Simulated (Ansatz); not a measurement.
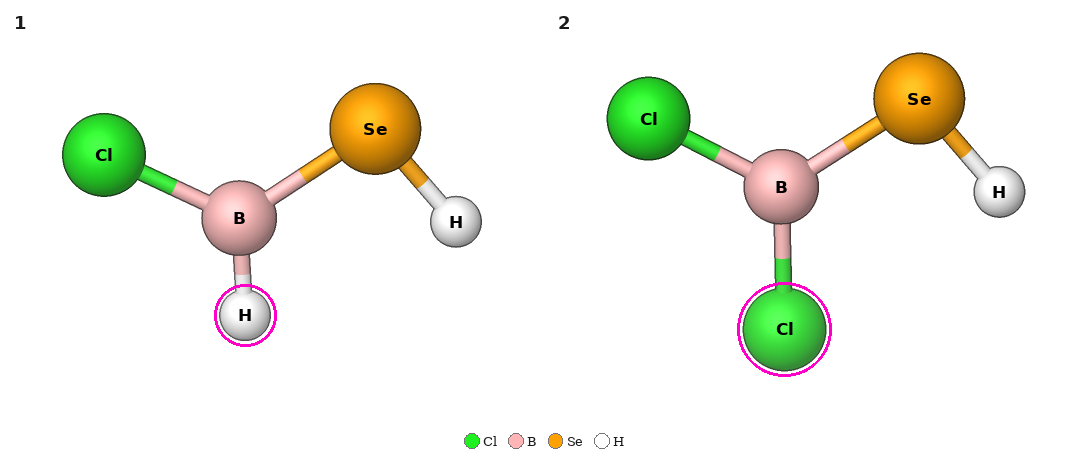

2 molecules with one skeleton, seen from the same side and at one scale; the atom that differs is circled. Each species is neutral and a spin singlet. Computed geometries: PBE0-D4/def2-TZVP optimisations, one conformation each. Properties computed with Ansatz 0.2.0.

One atom differs, called X below: H in panel 1, Cl in panel 2. Their formulas are BClH2Se (`ClB[SeH]`), BCl2HSe (`ClB(Cl)[SeH]`).

**In which is the harmonic zero-point energy higher (PBE0-D4/def2-TZVP)?**

In panel 1 (X = H).

**In which is the dipole moment larger (PBE0-D4/def2-TZVP)?**

In panel 1 (X = H).

Give the values. With PBE0-D4/def2-TZVP: length of X–B (Å), angle Se–B–X (°), dipole moment (D), harmonic zero-point energy (kJ/mol). With ωB97M-V/def2-QZVPP: HOMO energy (Kohn–Sham orbital) (eV), HOMO–LUMO gap (eV).

```tsv
quantity	1 (H)	2 (Cl)	2 − 1
length of X–B (Å)	1.188	1.744	+0.556
angle Se–B–X (°)	121.5	122.8	+1.3
dipole moment (D)	1.29	1.05	−0.24
harmonic zero-point energy (kJ/mol)	58.6	39.7	−18.9
HOMO energy (Kohn–Sham orbital) (eV)	−9.94	−9.95	−0.01
HOMO–LUMO gap (eV)	10.42	10.48	+0.06
```
